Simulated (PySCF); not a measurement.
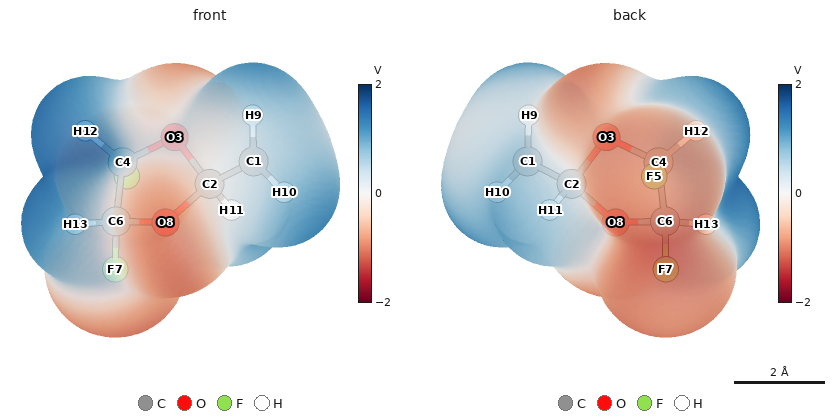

Figure. C₄H₅F₂O₂ (doublet). The electrostatic potential painted on the density surface at 0.002 e/bohr³, seen from the front and from behind; the colour scale runs from red (negative) to blue (positive).

Geometry: GFN2-xTB.

Level of theory: UKS B3LYP, pcH-1 on C F H O, non-relativistic, mean-field spin-orbit, GIAO in PySCF 2.14.0, density-fitted response routines.

```tsv
atom	x (Å)	y (Å)	z (Å)
C	2.0022	-0.3728	0.9312
C	0.6201	-0.4477	0.4627
O	0.5320	-0.3545	-0.9457
C	-0.7358	0.0633	-1.2477
F	-1.5574	-1.0013	-1.5085
C	-1.2242	0.7832	0.0517
F	-2.3441	0.1491	0.5236
O	-0.1807	0.6621	0.9234
H	2.7798	-0.1451	0.2325
H	2.2031	-0.4805	1.9765
H	0.1265	-1.3783	0.8144
H	-0.7327	0.6866	-2.1477
H	-1.4931	1.8363	-0.0842
```

### Which sites attract a positive test charge, and which a negative one?

A positive charge is drawn to the negative regions and a negative charge to the positive ones. The most negative region (about −1.3 V) lies over F5 and F7, the most positive (about +1.5 V) over C4, C6, H12 and H13.
